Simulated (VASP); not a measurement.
Energy against volume of V (bcc). Calculation: optB86b-vdW, VASP's PBE PAW potentials (set 64) (plane waves; VASP).

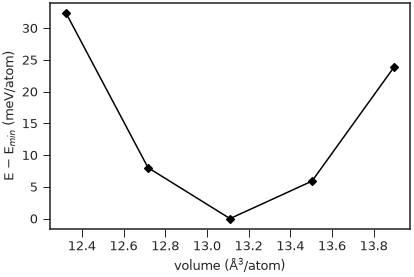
Figure: Energy against volume

**Question.** Estimate the equilibrium volume and the bulk modulus.

**Answer.** The minimum lies near 13.1 Å³/atom, and the curvature gives B0 of about 190 GPa.

Measured: bulk modulus 161 GPa at 0 K (computed value off by +16.9 %), as given by H. Levämäki et al., Physical Review B (2014), arXiv:1402.3671 [corrected for temperature and zero-point phonon effects]; a 3.021 Å at 0 K (computed value off by -1.6 %), as given by Daniel Mejia-Rodriguez et al., Physical Review B (2018), arXiv:1807.09216 [static lattice: zero-point anharmonic expansion removed].

The compound is V in the bcc structure. It was relaxed first, which changed the volume by -6 %. The run is not spin-polarised, so no magnetic state was tried.
